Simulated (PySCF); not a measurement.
# C3H3FO: NMR shifts and spin-spin couplings at several levels of theory, part 3 of 3

PySCF 2.14.0. Atoms count from 0.

## Step 13: J couplings: B97-2/pcJ-1

The job: settings as JSON, then the geometry in Å.

```
{"job": {"kind": "j", "xc": "B97-2", "basis": "pcJ-1"}, "charge": 0, "multiplicity": 1}
C      0.987202     0.771862    -0.077240
C      0.141016    -0.101275     0.473277
C     -0.989782    -0.634762    -0.310300
O     -1.277905    -0.395357    -1.435747
F     -1.725223    -1.482052     0.422346
H      0.844965     1.094181    -1.112969
H      1.832121     1.179366     0.482751
H      0.244392    -0.450843     1.503173
```

With the program's defaults for keys left out, this is: B97-2/pcJ-1 indirect spin-spin coupling, non-relativistic, gas phase.

The log of the run:

```text
coarse grid: 7296 points
cycle   1  E = -290.8970939263  dE =  7.354e-01  |g| = 9.037e-01  |ddm| = 2.414e+00
cycle   2  E = -290.4406556097  dE =  4.564e-01  |g| = 1.812e+00  |ddm| = 1.635e+00
cycle   3  E = -291.0316208564  dE = -5.910e-01  |g| = 2.738e-01  |ddm| = 1.238e+00
cycle   4  E = -291.0436857982  dE = -1.206e-02  |g| = 8.413e-02  |ddm| = 2.034e-01
cycle   5  E = -291.0446087337  dE = -9.229e-04  |g| = 2.137e-02  |ddm| = 4.811e-02
cycle   6  E = -291.0447094730  dE = -1.007e-04  |g| = 5.319e-03  |ddm| = 1.707e-02
cycle   7  E = -291.0447143822  dE = -4.909e-06  |g| = 1.737e-03  |ddm| = 3.890e-03
final grid: 72552 points
cycle   8  E = -291.0843977695  dE = -1.276e-04  |g| = 1.213e-02  |ddm| = 1.835e-02
cycle   9  E = -291.0843426276  dE =  5.514e-05  |g| = 2.154e-02  |ddm| = 1.734e-02
cycle  10  E = -291.0844164377  dE = -7.381e-05  |g| = 2.605e-03  |ddm| = 1.307e-02
cycle  11  E = -291.0844175631  dE = -1.125e-06  |g| = 8.830e-04  |ddm| = 1.763e-03
cycle  12  E = -291.0844176781  dE = -1.151e-07  |g| = 8.789e-05  |ddm| = 4.895e-04
cycle  13  E = -291.0844176795  dE = -1.404e-09  |g| = 2.864e-05  |ddm| = 7.845e-05
cycle  14  E = -291.0844176797  dE = -1.714e-10  |g| = 9.524e-06  |ddm| = 2.556e-05
converged SCF energy = -291.0844176797

Indirect spin-spin couplings (Hz)
  i      j    bonds     total        FC       PSO       DSO        SD
  0 C    1 C    1     76.332    82.199    -9.723     0.153     3.703
  0 C    2 C    2      0.168     0.077     0.262     0.015    -0.186
  0 C    3 O    3     -3.211    -1.285     0.003     0.016    -1.945
  0 C    4 F    3     15.932     4.121     8.553    -0.410     3.668
  0 C    5 H    1    158.086   157.197    -0.219     0.559     0.549
  0 C    6 H    1    158.041   157.123    -0.118     0.493     0.543
  0 C    7 H    2     -0.953     0.767    -1.153    -0.551    -0.016
  1 C    2 C    1     82.205    83.490    -2.248     0.334     0.629
  1 C    3 O    2     -0.829    -1.696     0.193     0.047     0.627
  1 C    4 F    2     80.002    85.169    -5.418    -0.057     0.308
  1 C    5 H    2     -4.466    -2.500    -1.424    -0.436    -0.105
  1 C    6 H    2      0.023     1.830    -1.243    -0.484    -0.080
  1 C    7 H    1    159.826   158.450     0.085     0.870     0.421
  2 C    3 O    1     21.056    13.150    11.703    -0.105    -3.693
  2 C    4 F    1   -393.456  -350.671   -44.572     0.987     0.800
  2 C    5 H    3      8.393     8.611    -0.335     0.152    -0.035
  2 C    6 H    3     15.914    16.005     0.315    -0.369    -0.037
  2 C    7 H    2      1.513     1.733    -0.182    -0.028    -0.011
  3 O    4 F    2     65.428    -6.360    74.758     0.265    -3.236
  3 O    5 H    4      0.425     0.330     0.181    -0.125     0.038
  3 O    6 H    4      0.350     0.402    -0.315     0.223     0.040
  3 O    7 H    3     -1.515    -1.680    -0.268     0.366     0.067
  4 F    5 H    4      0.504    -0.152     2.124    -1.484     0.016
  4 F    6 H    4      7.875     6.074     3.024    -1.406     0.183
  4 F    7 H    3     -7.276    -5.636    -1.016     0.165    -0.790
  5 H    6 H    2      1.122     0.734     3.666    -3.526     0.248
  5 H    7 H    3     16.867    17.074     2.659    -3.183     0.316
  6 H    7 H    3     10.057    10.500     0.333    -0.731    -0.045
```

Run time: 17 s. Hardware: 1 thread of Arm Neoverse V1, shared host; peak memory 0.7 GiB.

In short: J(C2,F4) -393.5 Hz, J(C1,H7) 159.8 Hz, J(C0,H5) 158.1 Hz.

## Step 14: Indirect couplings: CAM-B3LYP/pcJ-1

The job, as its differences from that of step 13:

```diff
@@ -1,2 +1,2 @@
-{"job": {"kind": "j", "xc": "B97-2", "basis": "pcJ-1"}, "charge": 0, "multiplicity": 1}
+{"job": {"kind": "j", "xc": "CAM-B3LYP", "basis": "pcJ-1"}, "charge": 0, "multiplicity": 1}
 C      0.987202     0.771862    -0.077240
```

Method: CAM-B3LYP/pcJ-1 indirect spin-spin coupling, non-relativistic, gas phase.

The log of the run:

```text
coarse grid: 7296 points
cycle   1  E = -290.8563138470  dE =  8.122e-01  |g| = 9.443e-01  |ddm| = 2.382e+00
cycle   2  E = -290.6167007984  dE =  2.396e-01  |g| = 1.551e+00  |ddm| = 1.384e+00
cycle   3  E = -291.0155171813  dE = -3.988e-01  |g| = 1.634e-01  |ddm| = 9.130e-01
cycle   4  E = -291.0189720132  dE = -3.455e-03  |g| = 7.440e-02  |ddm| = 1.210e-01
cycle   5  E = -291.0197428907  dE = -7.709e-04  |g| = 1.146e-02  |ddm| = 3.823e-02
cycle   6  E = -291.0197708257  dE = -2.793e-05  |g| = 4.509e-03  |ddm| = 1.056e-02
cycle   7  E = -291.0197755710  dE = -4.745e-06  |g| = 1.200e-03  |ddm| = 3.951e-03
final grid: 72552 points
cycle   8  E = -291.0725336591  dE = -1.196e-04  |g| = 4.307e-03  |ddm| = 8.435e-03
cycle   9  E = -291.0725323637  dE =  1.295e-06  |g| = 4.855e-03  |ddm| = 4.691e-03
cycle  10  E = -291.0725361843  dE = -3.821e-06  |g| = 7.375e-04  |ddm| = 2.817e-03
cycle  11  E = -291.0725362456  dE = -6.130e-08  |g| = 4.437e-04  |ddm| = 5.453e-04
cycle  12  E = -291.0725362769  dE = -3.131e-08  |g| = 7.339e-05  |ddm| = 2.570e-04
cycle  13  E = -291.0725362779  dE = -9.802e-10  |g| = 1.848e-05  |ddm| = 4.642e-05
converged SCF energy = -291.0725362779

Indirect spin-spin couplings (Hz)
  i      j    bonds     total        FC       PSO       DSO        SD
  0 C    1 C    1     79.092    84.544   -10.550     0.150     4.947
  0 C    2 C    2      0.830     0.924     0.273     0.014    -0.382
  0 C    3 O    3     -3.638    -1.199    -0.007     0.016    -2.447
  0 C    4 F    3     17.227     5.545     8.441    -0.410     3.650
  0 C    5 H    1    170.513   169.781    -0.238     0.552     0.418
  0 C    6 H    1    170.510   169.782    -0.157     0.486     0.399
  0 C    7 H    2     -0.558     1.174    -1.213    -0.552     0.033
  1 C    2 C    1     86.085    87.144    -2.263     0.333     0.872
  1 C    3 O    2     -0.910    -2.370     0.337     0.047     1.076
  1 C    4 F    2     84.197    89.738    -5.795    -0.057     0.310
  1 C    5 H    2     -4.690    -2.692    -1.493    -0.438    -0.067
  1 C    6 H    2      0.463     2.295    -1.308    -0.485    -0.038
  1 C    7 H    1    174.191   172.954     0.095     0.863     0.279
  2 C    3 O    1     19.658    11.394    12.600    -0.103    -4.233
  2 C    4 F    1   -391.040  -347.665   -45.039     0.986     0.678
  2 C    5 H    3      9.254     9.489    -0.344     0.152    -0.042
  2 C    6 H    3     16.643    16.739     0.315    -0.369    -0.042
  2 C    7 H    2      2.194     2.405    -0.172    -0.029    -0.009
  3 O    4 F    2     63.345   -10.372    76.999     0.265    -3.547
  3 O    5 H    4      0.541     0.441     0.200    -0.125     0.025
  3 O    6 H    4      0.390     0.459    -0.319     0.223     0.027
  3 O    7 H    3     -1.643    -1.874    -0.227     0.366     0.092
  4 F    5 H    4      0.441    -0.173     2.070    -1.483     0.027
  4 F    6 H    4      7.742     6.019     2.951    -1.405     0.177
  4 F    7 H    3     -7.118    -5.497    -1.002     0.165    -0.783
  5 H    6 H    2      1.413     1.038     3.651    -3.528     0.252
  5 H    7 H    3     18.994    19.171     2.654    -3.185     0.353
  6 H    7 H    3     11.889    12.335     0.332    -0.730    -0.048
```

It took 23 s on 1 thread of Arm Neoverse V1, shared host; peak memory 0.76 GiB.

In short: J(C2,F4) -391.0 Hz, J(C1,H7) 174.2 Hz, J(C0,H5) 170.5 Hz.

## Step 15: Run by run: NMR shifts

Shifts (ppm) of some atoms, chosen among heavy atoms and hydrogens apart, with basis size and wall time (the measured row can stand on another reference than the computed rows):

```tsv
run	C2	C0	C1	H5	H6	O3	F4	functions	time
PBE0/cc-pVDZ	154.6	140.4	126.1	7.04	6.25	395.6	39.2	85	4.5 s
PBE0/cc-pVTZ	162.2	146.4	130.0	7.19	6.39	408.9	38.3	192	12 s
PBE0/aug-cc-pVDZ	156.8	140.3	124.9	7.33	6.50	381.8	31.8	142	8.2 s
PBE0/IGLO-III	165.5	151.5	134.4	7.23	6.41	411.3	37.2	205	13 s
PBE0/pcSseg-0	178.1	156.2	139.0	7.69	6.89	473.3	53.2	51	2.8 s
measured	–	–	–	6.60	6.25	–	24.0	–	–
```

Measured: solution, not stated per compound (mostly CDCl3 or CCl4); Pretsch, Buehlmann, Badertscher, Structure Determination of Organic Compounds, 4th ed. (2009); solution; E. Pretsch, P. Bühlmann, M. Badertscher, Structure Determination of Organic Compounds, 4th ed., Springer 2009.

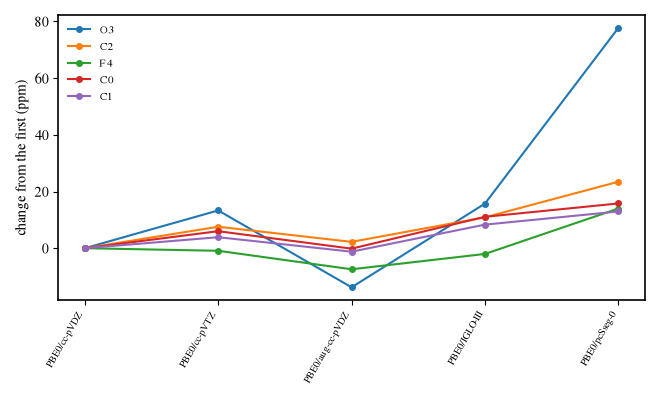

How five of the tabulated atoms move from run to run.

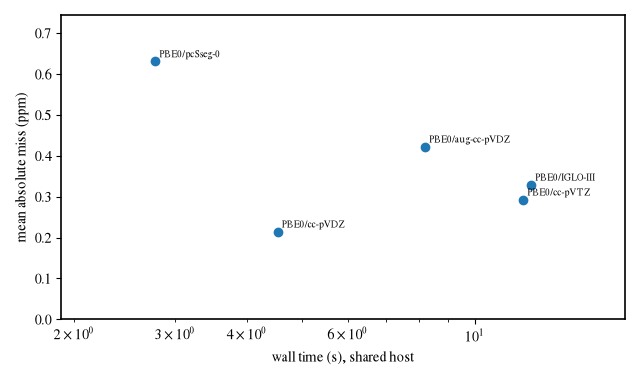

Cost against miss for the 3 measured 1H shifts.

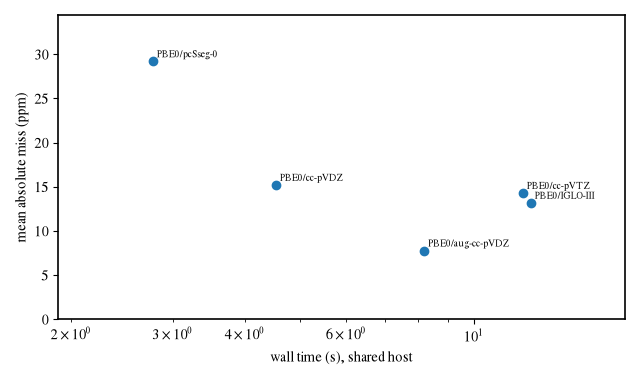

Cost against miss for the one measured 19F shift.

## Step 16: Side by side: spin-spin couplings

Couplings (Hz), with basis size and wall time:

```tsv
run	C2–F4	C1–H7	C0–H6	C0–H5	O3–F4	C1–F4	C1–C2	functions	time
LDA/pcJ-1	-414.8	136.1	133.8	133.1	86.1	77.7	64.3	165	9.4 s
PBE/pcJ-1	-431.4	160.3	157.9	158.1	78.2	82.3	75.8	165	16 s
KT2/pcJ-1	-431.9	171.8	169.1	168.4	77.4	69.6	63.9	165	15 s
PBE0/pcJ-1	-398.6	167.1	164.1	163.9	64.0	81.9	83.2	165	17 s
B97-2/pcJ-1	-393.5	159.8	158.0	158.1	65.4	80.0	82.2	165	17 s
CAM-B3LYP/pcJ-1	-391.0	174.2	170.5	170.5	63.3	84.2	86.1	165	23 s
```

## Step 17: Summary of results

This closing draws on all 3 parts.

| quantity | value |
| --- | --- |
| point group | Cs |
| rotational constants (main isotopes) | 11.00, 4.23, 3.05 GHz |
| 13C shifts against TMS (PBE0/cc-pVDZ) | 154.6, 140.4, 126.1 ppm |
| 1H shifts against TMS (PBE0/cc-pVDZ) | 7.04, 6.25, 5.94 ppm |
| 17O shifts against H2O (PBE0/cc-pVDZ) | 395.6 ppm |
| 19F shifts against CFCl3 (PBE0/cc-pVDZ) | 39.2 ppm |
| measured, and computed on the same scale | H7 δ 6.14, 5.94; H6 δ 6.25, 6.25; H5 δ 6.60, 7.04; F4 δ 24.0, 39.2 ppm |
| largest coupling of the table (LDA/pcJ-1) | 1J(C,F) C2–F4, -414.8 Hz |
| range of the shift of O3 | 381.8 to 473.3 ppm |
| range of J(C2,F4), mean over like pairs | -431.9 to -391.0 Hz |
| property runs in this session | 12, of which 0 failed and 1 gave unsound results |

In words: Single values in the summary come from the first run of each kind that ended normally (PBE0/cc-pVDZ; LDA/pcJ-1), which need not be the best level. The optimisation took 9 steps and gained 0.054 eV; among the close pairs (by a distance rule), C0–H6 changed most, from 1.066 to 1.092 Å. No frequency check was run at this level, so the end point may be a saddle. Against the measured 1H shifts the unscaled results are off by 0.21 ppm on average (signed mean +0.08, 3 signals). The one measured 19F shift is missed by +15.2 ppm (computed less measured, unscaled). Vibration, temperature and solvent are missing from the calculation, so part of the miss against the measured shifts is not the functional's. In the run at LDA/pcJ-1, the largest coupling of the table is C2–F4, -414.8 Hz, of which the Fermi-contact term gives -369.5 Hz. The 3 measured couplings differ from the computed sizes by 2.4 Hz on average; vibrational averaging and surroundings are not included. Across the 5 runs the shift of O3 moves most, between 381.8 (PBE0/aug-cc-pVDZ) and 473.3 ppm (PBE0/pcSseg-0). For the 3 measured 1H shifts, PBE0/cc-pVDZ misses least (0.21 ppm, 4.5 s) and PBE0/pcSseg-0 most (0.63 ppm, 2.8 s). The coupling C2–F4, as a mean over pairs of its kind, runs from -431.9 Hz (KT2/pcJ-1) to -391.0 Hz (CAM-B3LYP/pcJ-1). One molecule ranks no method: errors cancel, and vibration and temperature are missing from all runs.
